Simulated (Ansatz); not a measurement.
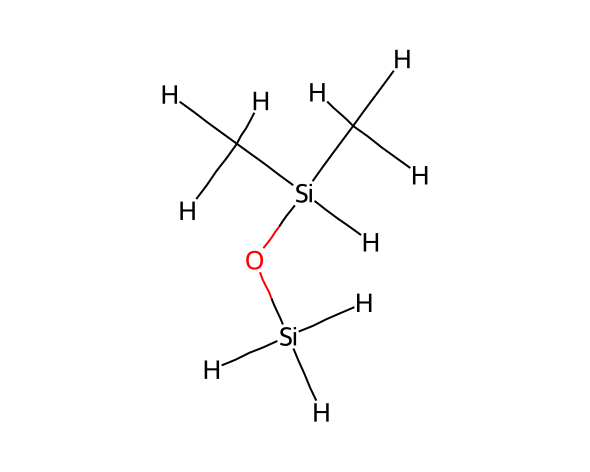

Simulated data, not a measurement (program: Ansatz).

A structural formula.

> Give its SMILES.

C[SiH](C)O[SiH3]

> What is the molecular formula?

C2H10OSi2.

> An optimisation with PBE0-D4/def2-TZVP gave a structure of which point group?

C1. Other conformers may differ.
